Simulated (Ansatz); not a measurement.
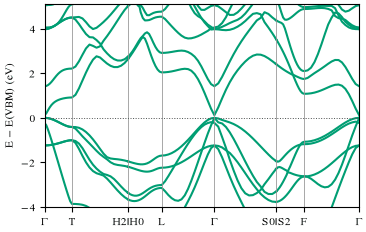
Figure: Band structure from r²SCAN (plane waves, PAW; program Ansatz)

Read off the gap and where the band edges lie.

About 0.1 eV (0.12 eV by a search for the band edges); maximum at Γ, minimum at Γ.

The material is InGaAs2 in space group R3m (No. 160; In on 3a, Ga on 3a, As on 3a, As on 3a).

The workflow started from a Materials Project entry (that database holds measured and hypothetical structures alike); the Crystallography Open Database copy checked does not list it. With In and Ga taken as one species the cell has the higher symmetry F-43m, so it may be an ordered model of a mixed-site phase. Whether it is the stable phase at ambient conditions was not checked. The r²SCAN relaxation kept the symmetry of its start; of distortions, only those at the zone centre were tested. Spin–orbit coupling is left out wherever it is not named.

Potentials: the later of the program's two PAW sets.
